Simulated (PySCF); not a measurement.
Sn(Me)(Vi)(OH)2, C3H8O2Sn, SMILES C=[CH][Sn]([CH3])([OH])[OH] at its PBE0/def2-SVP optimised geometry (Å):

```
14

C     -1.5400     1.8515    -1.1213
C     -1.2102     1.2051     0.0000
Sn    -0.3941    -0.7597     0.0000
C     -0.8709    -2.0581    -1.6254
O     -0.9580    -1.4751     1.7695
O      1.5979    -0.7597     0.0000
H     -1.4079     1.4119    -2.1170
H     -1.9632     2.8633    -1.1033
H     -1.3691     1.6885     0.9714
H      0.0658    -2.4848    -2.0091
H     -1.3774    -1.5027    -2.4268
H     -1.5308    -2.8633    -1.2745
H     -0.5694    -2.3385     1.9503
H      1.9632    -0.1384     0.6400
```

Calculation: PBE0/def2-TZVP, def2 effective core potentials past Kr (PySCF). The core electrons that the potentials of Sn replace are not part of the density.

Map of the Laplacian of the electron density (e/bohr⁵), clipped to [-1.50, 1.50] on the plane z = 1.0 Å:

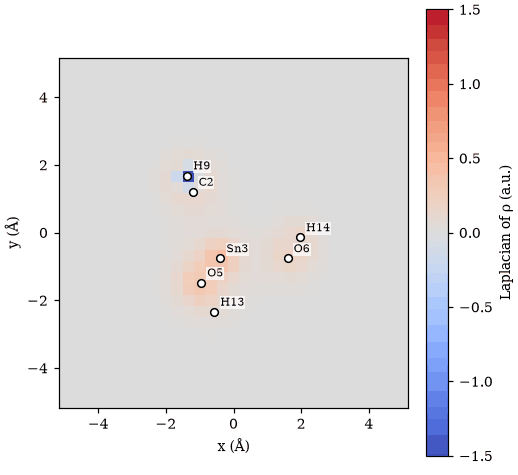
Figure: Laplacian of the electron density (e/bohr⁵), clipped to [-1.50, 1.50] on the plane z = 1.0 Å.
